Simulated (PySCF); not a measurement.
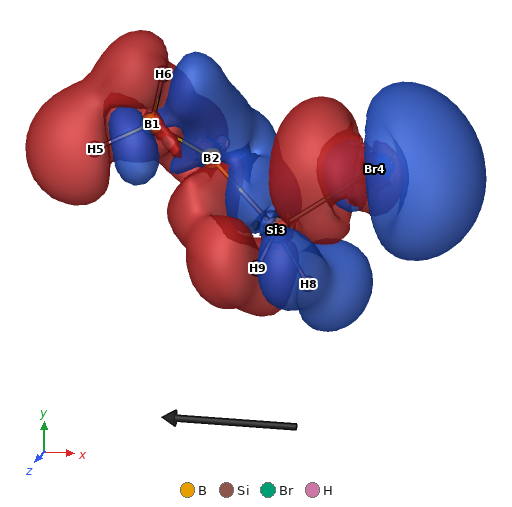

B₂BrH₅Si, SMILES `BB[SiH2]Br`. Change of the electron density in a uniform field of 0.26 V/Å along −x (arrow), surfaces at ±0.001 e/Å³ (blue: gain, red: loss).

Level of theory: B3LYP/def2-SVPD (PySCF), at a geometry from GFN2-xTB. No frequency check shows the geometry to be a minimum. GFN2-xTB bond lengths at metals and heavier atoms can be off by up to 0.1 Å and shapes distorted, which carries into these values.

Coordinates in Å:

```
B1      -2.9649    0.9474    0.2681
B2      -2.0559    0.0486   -0.6878
Si3     -0.6128   -0.9965    0.1311
Br4      1.2355    0.2845   -0.0082
H5      -3.9386    0.5385    0.7846
H6      -2.6797    2.0423    0.5831
H7      -2.1286   -0.0323   -1.8570
H8      -0.1700   -2.2317   -0.5268
H9      -0.6423   -1.3034    1.5655
```

The field was applied in both directions; the picture shows the one opposite to the script's first.

Question: How large is the response?

Answer: The induced dipole is 1.26 D (along the field); α along this axis, from the fields in both directions, is 100 bohr³ (14.8 Å³).
